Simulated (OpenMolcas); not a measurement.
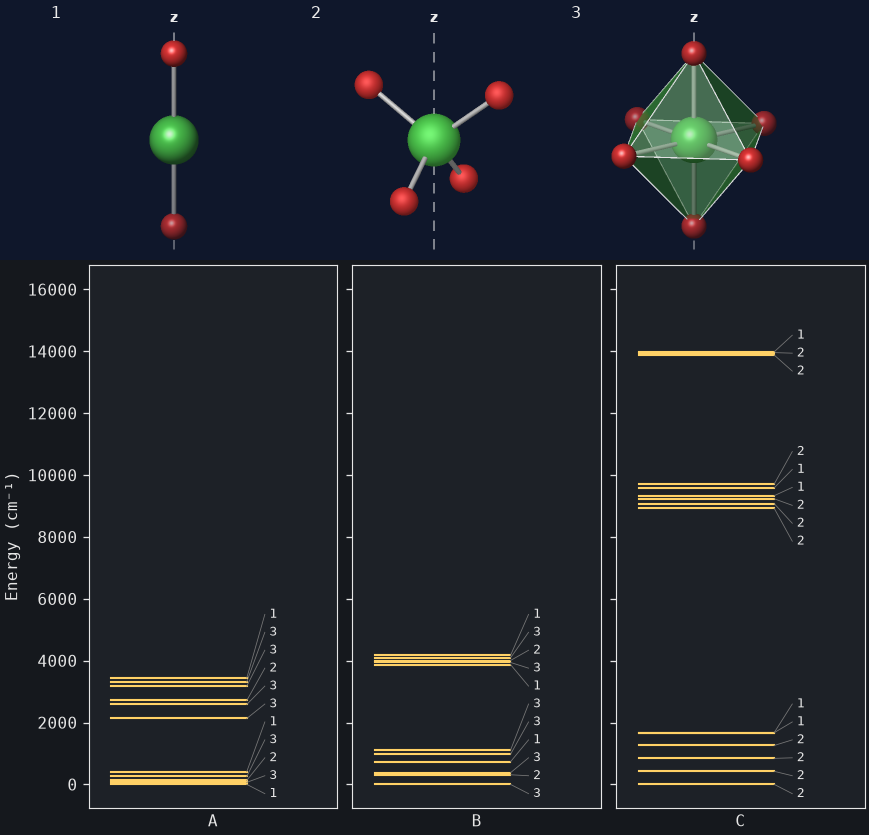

Ni⁴⁺ (3d⁶) among point charges in three arrangements (top) and its lowest levels in each (bottom, numbers are degeneracies). Computed with OpenMolcas: state-averaged SS-CASPT2, IPEA shift 0.25, imaginary shift 0.1 hartree, closed shells 3s 3p correlated, active space 6 electrons in the shell 3d, basis ANO-RCC-VDZP, DKH2 scalar Hamiltonian, spin-orbit coupling by RASSI with atomic mean-field integrals.

(1) 2 point charges of −2 e at 1.81 Å, arranged as: linear (D∞h)
(2) 4 point charges of −2 e at 1.66 Å, arranged as: tetrahedron (Td)
(3) 6 point charges of −2 e at 1.93 Å, arranged as: octahedron (Oh)

**Match the level schemes to the arrangements.**

A is (2). The ground level is A₁, non-degenerate, 100 % from states of spin multiplicity 5. The next level lies at 65 cm⁻¹ (T₁). B is (3). The ground level is T₂, 3-fold degenerate, 100 % from states of spin multiplicity 5. The next level lies at 311 cm⁻¹ (E). C is (1). The ground level is doubly degenerate, 100 % from states of spin multiplicity 5. Its principal g values are 0.00, 0.00 and 12.00, easy-axis. The next level lies at 422 cm⁻¹.

Caveat: point charges lack covalency, field too small at true ligand charges.
